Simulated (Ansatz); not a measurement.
# Run report: SiH₅OF, geometry relaxation (part 1 of 2)

The run: geometry relaxation of SiH₅OF. Method and program: RKS PBE-D4/6-31G* (Ansatz 0.2.0).

The input holds or restrains some coordinates. Forces given for the steps count only the free coordinates. It belongs to a series of runs on one base structure; here: pulled along the bonds that form and break, towards end A.

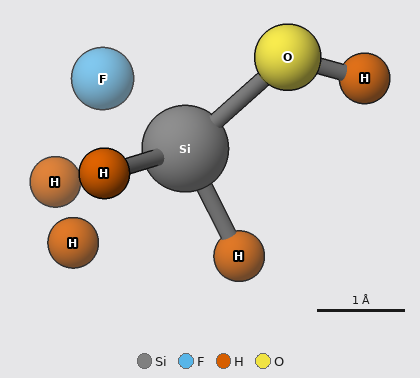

**Figure 1.** The starting structure (ball-and-stick view, seen at a tilt). Bond lengths as drawn: H–O 1.01 Å, H–Si 1.46 Å and O–Si 1.68 Å.

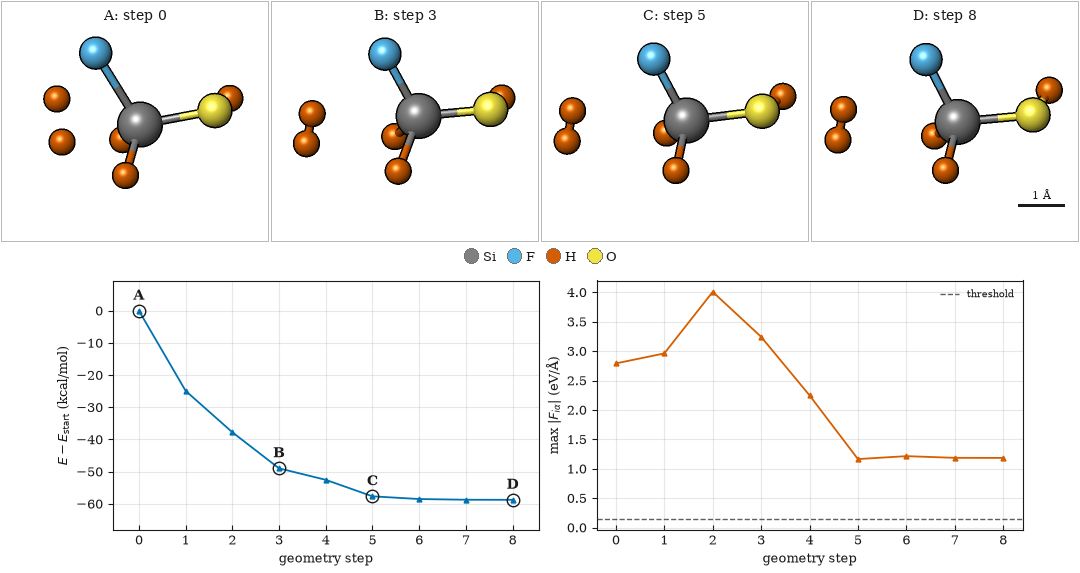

**Figure 2.** Frames of the restrained relaxation (ball-and-stick view, seen at a tilt) above the curves, on which the letters mark them (the first geometry is step 0 here and step 1 in the log).

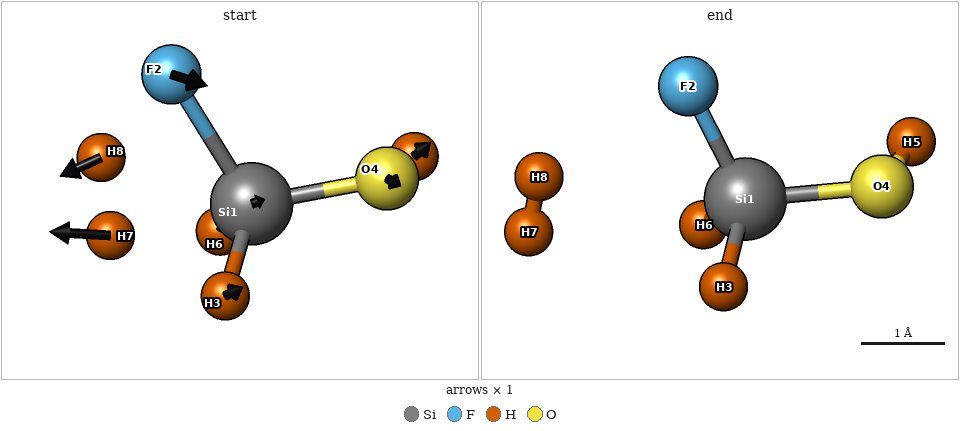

**Figure 3.** Before (left) and after (right) the restrained relaxation, at one scale (ball-and-stick view, seen at a tilt). The black arrows give the displacements, at true length. The energy falls by 58.8 kcal/mol in 8 geometry steps. The largest force component goes from 2.8 to 1.2 eV/Å. The atom that moves furthest after the best rigid fit is H7 (0.76 Å). By element the largest moves are H 0.76 Å, F 0.49 Å, O 0.22 Å, Si 0.18 Å. Among the contacts that change: Si1–F2 1.940 → 1.610 Å, H7–H8 1.005 → 0.711 Å, Si1–H6 1.459 → 1.499 Å, O4–H5 1.010 → 0.976 Å. New bonds form: H7–H8 (1.01 → 0.71 Å). Among the angles that change: Si1–O4–H5 109.5° → 115.0°, H3–Si1–O4 109.5° → 104.4°, H3–Si1–H6 109.5° → 114.1°. (Atoms are counted from 1 in the order of the input.)

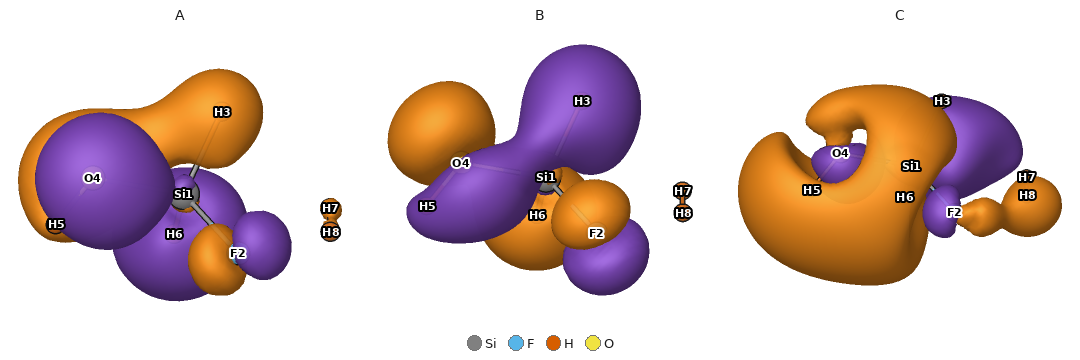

**Figure 4.** Three frontier orbitals at ±0.08 Å⁻³ᐟ² (orange and purple are the two phases). B is the HOMO−1 (−7.87 eV). It lies mainly on O4 (40 %), Si1 (20 %), F2 (15 %), H3 (10 %) and H6 (10 %). A is the HOMO (−7.47 eV). C is the LUMO (0.02 eV). Its weight (Hirshfeld) is mainly on Si1 (40 %), H5 (25 %) and O4 (20 %). The HOMO–LUMO gap is 7.49 eV between the orbital energies.

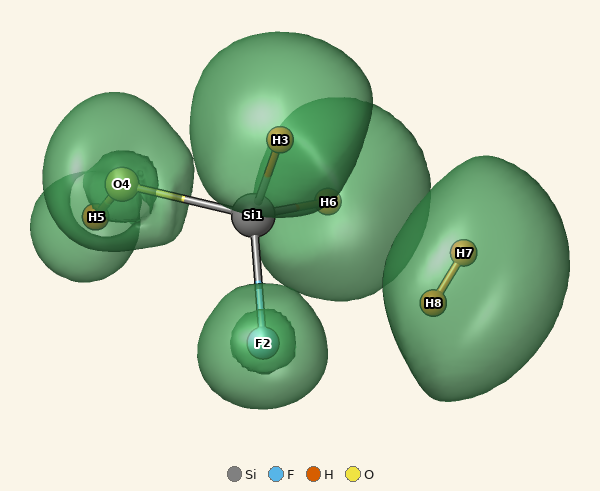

**Figure 5.** Isosurface of the electron localisation function at 0.75 (green), seen at a tilt. Core shells and regions of very low density are left out. Along the contacts the grid gives the following. Si1···H8 (2.55 Å): the ELF is only about 0.05 between them (a non-bonded, intermolecular contact). Si–F (1.61 Å): the ELF peaks at about 0.85 between the atoms.

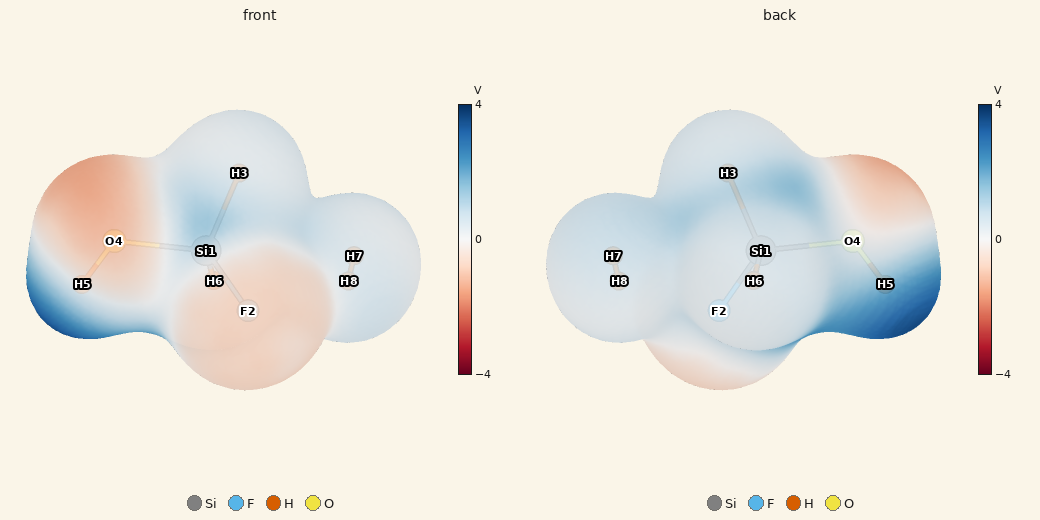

**Figure 6.** The electrostatic potential painted on the density surface at 0.004 e/bohr³, seen at a tilt and from behind; red is negative and blue positive.

The input and output of the run follow.

## Input
```yaml
crystal:
  periodic: [false, false, false]
  atoms:
    - { symbol: Si, position_ang: [0.0, 0.0, 0.0] }
    - { symbol: F, position_ang: [0.0, 0.0, 1.94] }
    - { symbol: H, position_ang: [1.3768, 0.0, -0.4862] }
    - { symbol: O, position_ang: [-0.7913, 1.3709, -0.5594] }
    - { symbol: H, position_ang: [-1.7491, 1.1401, -0.7818] }
    - { symbol: H, position_ang: [-0.6877, -1.1914, -0.4862] }
    - { symbol: H, position_ang: [0.9186, -1.3949, 0.555] }
    - { symbol: H, position_ang: [0.696, -1.057, 1.4751] }
basis:
  gaussian: { orbitals: "6-31G*" }
hamiltonian:
  xc: pbe
  dispersion: d4
relax:
  f_tol: 0.15
  max_steps: 25
  restrain:
    - { distance: [0, 6], at: 2.66, k: 30.0 }
    - { distance: [7, 1], at: 2.12, k: 30.0 }
    - { distance: [0, 1], at: 1.59, k: 30.0 }
    - { distance: [7, 6], at: 0.66, k: 30.0 }
output:
  orbitals: {}
```

Command:
```bash
ansatz run input.yaml --threads 1 --pin off --max-ram 2048MiB --backend cpu --events-out ev --progress --plain --runs-dir out
```

## The program's output
```
The last accepted step is kept in [file] (removed where the run ends without a failure and the disk answers)
Engine: ansatz 0.2.0, x86_64-unknown-linux-gnu
Functional definition: PBE
  parameter kappa = 0.804
  parameter beta = 0.06672455060314922
  exchange = pbe_x(kappa = kappa, mu = beta*pi^2/3)
  correlation = pbe_c(beta = beta)
701 factors; their error is unknown
mean field evaluation 1: about -12706.6992 eV, gradient 5.6e1 eV
mean field evaluation 2: about -12677.8795 eV, gradient 1.3e2 eV
mean field evaluation 4: about -12711.9025 eV, gradient 1.2e1 eV
mean field evaluation 8: about -12712.0779 eV, gradient 1.1e-1 eV
mean field -12712.07794990 eV, -467.1602481030 hartree, gradient 3.4e-5 eV, S^2 0.000000; 0 other end points of the search recorded, 0 dependent functions left out
the calculation of the forces begins
reference -12712.07798084 eV, -467.1602492399 hartree; 18, 18 occupied and 41, 41 virtual orbitals, 701 factors
relax step   1: F+E_penalty+E_count = -12712.18588103 eV  Δ(F+E_penalty+E_count) = +0.000e0 eV  max|allowed force component| = 2.791e0 eV/Å  E_restraint = 24.70818031 eV  max|allowed force component, restraints' pulls added| = 2.312e1 eV/Å  Δτ_max = 0.0000 Å  (24 SCF iters, accepted)
  distance Si 0 - H 6 = 1.7600 Å
  distance H 7 - F 1 = 1.3483 Å
  distance Si 0 - F 1 = 1.9400 Å
  distance H 7 - H 6 = 1.0051 Å
these checks for a lower state are left out or cut short: starts, cluster_reference, orbital_swaps, neighbouring_geometries, increment
701 factors; their error is unknown
mean field evaluation 16: about -12712.6213 eV, gradient 1.1e1 eV
mean field -12713.16140737 eV, -467.2000644304 hartree, gradient 7.8e-6 eV, S^2 0.000000; 0 other end points of the search recorded, 0 dependent functions left out
the calculation of the forces begins
reference -12713.16143892 eV, -467.2000655898 hartree; 18, 18 occupied and 41, 41 virtual orbitals, 701 factors
relax step   2: F+E_penalty+E_count = -12713.26546481 eV  Δ(F+E_penalty+E_count) = -1.080e0 eV  max|allowed force component| = 2.961e0 eV/Å  E_restraint = 11.38253354 eV  max|allowed force component, restraints' pulls added| = 1.600e1 eV/Å  Δτ_max = 0.1949 Å  (31 SCF iters, accepted)
  distance Si 0 - H 6 = 2.0366 Å
  distance H 7 - F 1 = 1.6036 Å
  distance Si 0 - F 1 = 1.8648 Å
  distance H 7 - H 6 = 0.8271 Å
these checks for a lower state are left out or cut short: starts, cluster_reference, orbital_swaps, neighbouring_geometries, increment
701 factors; their error is unknown
mean field -12713.71640017 eV, -467.2204600397 hartree, gradient 1.8e-5 eV, S^2 0.000000; 0 other end points of the search recorded, 0 dependent functions left out
the calculation of the forces begins
reference -12713.71643167 eV, -467.2204611972 hartree; 18, 18 occupied and 41, 41 virtual orbitals, 701 factors
relax step   3: F+E_penalty+E_count = -12713.82335301 eV  Δ(F+E_penalty+E_count) = -5.579e-1 eV  max|allowed force component| = 4.008e0 eV/Å  E_restraint = 2.77426827 eV  max|allowed force component, restraints' pulls added| = 9.101e0 eV/Å  Δτ_max = 0.1946 Å  (30 SCF iters, accepted)
  distance Si 0 - H 6 = 2.3138 Å
  distance H 7 - F 1 = 1.9124 Å
  distance Si 0 - F 1 = 1.7320 Å
  distance H 7 - H 6 = 0.7033 Å
these checks for a lower state are left out or cut short: starts, cluster_reference, orbital_swaps, neighbouring_geometries, increment
701 factors; their error is unknown
mean field evaluation 32: about -12714.1374 eV, gradient 5.7e0 eV
mean field -12714.20411273 eV, -467.2383831457 hartree, gradient 1.1e-5 eV, S^2 0.000000; 0 other end points of the search recorded, 0 dependent functions left out
the calculation of the forces begins
reference -12714.20414428 eV, -467.2383843052 hartree; 18, 18 occupied and 41, 41 virtual orbitals, 701 factors
relax step   4: F+E_penalty+E_count = -12714.30951684 eV  Δ(F+E_penalty+E_count) = -4.862e-1 eV  max|allowed force component| = 3.243e0 eV/Å  E_restraint = 0.25230039 eV  max|allowed force component, restraints' pulls added| = 3.432e0 eV/Å  Δτ_max = 0.1949 Å  (26 SCF iters, accepted)
  distance Si 0 - H 6 = 2.5450 Å
  distance H 7 - F 1 = 2.0916 Å
  distance Si 0 - F 1 = 1.6226 Å
  distance H 7 - H 6 = 0.7015 Å
these checks for a lower state are left out or cut short: starts, cluster_reference, orbital_swaps, neighbouring_geometries, increment
701 factors; their error is unknown
mean field -12714.36139334 eV, -467.2441631015 hartree, gradient 1.7e-5 eV, S^2 0.000000; 0 other end points of the search recorded, 0 dependent functions left out
the calculation of the forces begins
reference -12714.36142580 eV, -467.2441642945 hartree; 18, 18 occupied and 41, 41 virtual orbitals, 701 factors
relax step   5: F+E_penalty+E_count = -12714.46430076 eV  Δ(F+E_penalty+E_count) = -1.548e-1 eV  max|allowed force component| = 2.248e0 eV/Å  E_restraint = 0.04716763 eV  max|allowed force component, restraints' pulls added| = 2.248e0 eV/Å  Δτ_max = 0.1947 Å  (25 SCF iters, accepted)
  distance Si 0 - H 6 = 2.6637 Å
  distance H 7 - F 1 = 2.1420 Å
  distance Si 0 - F 1 = 1.6091 Å
  distance H 7 - H 6 = 0.7077 Å
these checks for a lower state are left out or cut short: starts, cluster_reference, orbital_swaps, neighbouring_geometries, increment
701 factors; their error is unknown
mean field -12714.58300394 eV, -467.2523071410 hartree, gradient 8.6e-6 eV, S^2 0.000000; 0 other end points of the search recorded, 0 dependent functions left out
the calculation of the forces begins
reference -12714.58303672 eV, -467.2523083455 hartree; 18, 18 occupied and 41, 41 virtual orbitals, 701 factors
```
